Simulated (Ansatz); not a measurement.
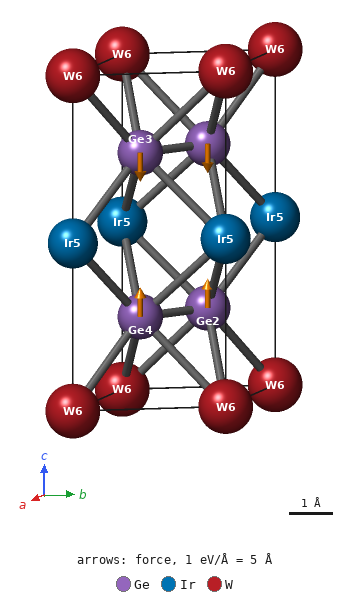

Starting geometry of solid Ge$_{4}$IrW (a generated structure, set up in P6/mmm) (coarse preliminary run) with the computed forces as orange arrows. The picture is a ball-and-stick view of the cell of the calculation, seen slightly off an axis.

These are results of DFT PBE, scalar-relativistic, plane waves, PAW in Ansatz, not measurements.

Input
```yaml
crystal:
  lattice:
    - [3.65406074, 0.0, 0.0]
    - [-1.82703037, 3.16450943, 0.0]
    - [0.0, 0.0, 7.94122156]
  atoms:
    - { symbol: Ge, position: [0.33333333, 0.66666667, 0.74444085] }
    - { symbol: Ge, position: [0.33333333, 0.66666667, 0.25555915] }
    - { symbol: Ge, position: [0.66666667, 0.33333333, 0.74444085] }
    - { symbol: Ge, position: [0.66666667, 0.33333333, 0.25555915] }
    - { symbol: Ir, position: [0.0, 0.0, 0.5] }
    - { symbol: W, position: [0.0, 0.0, 0.0] }
basis:
  ecutwfc: 420
kpoints:
  mp_grid: { grid: [6, 6, 2] }
hamiltonian:
  xc: pbe
scf:
  occupations: { method: gaussian, width: 0.1 }
  lower_state_search: "off"
output:
  forces: true
  stress: true
  eigenvalues: true
relax:
  adjacent_minimum: "off"
  f_tol: 0.04
  max_steps: 70
  cell: { stress_tol: 0.4 }
```

Launched with:
```bash
ansatz run input.yaml --threads 1 --pin off --max-ram 2560MiB --backend cpu --events-out ev --progress --plain --runs-dir out
```

### Is this structure relaxed? If not, where do the atoms go?

It isn't relaxed: the largest force vector, on Ge atoms, is 0.14 eV/Å. Measured relative to the changing cell, the final displacements run against the starting forces (cosine between the two patterns −1.00). After 16 accepted moves (18 points after the start) the energy has fallen by 1409 meV per atom. The largest force component goes from 0.14 to 0.014 eV/Å. The pressure goes from 36.45 to 0.05 GPa. At 2 points the geometry stayed and the basis and grid were re-selected for the new cell (energy shift of 94.9 meV per atom at most each time). The largest moves relative to the cell, 0.032 Å, are those of Ge1, Ge2, Ge3 and Ge4. Ge3 goes along +c. Ir and W stay in place. The volume changes by +8.5 %, with a = b 3.654 → 4.727 Å (+29.4 %), c 7.941 → 5.147 Å (−35.2 %). Near-neighbour distances that change, for instance: Ge1–Ge2 4.059 → 2.566 Å, Ir5–W6 3.971 → 2.573 Å, Ge1–Ge2 (another image) 3.882 → 2.581 Å, Ge1–Ge3 2.110 → 2.729 Å. New bonds form: Ir5–W6 (3.97 → 2.57 Å). The space group stays P6/mmm (No. 191).

Limits of the set-up: the k-point mesh is coarse for a cell with partly filled bands.
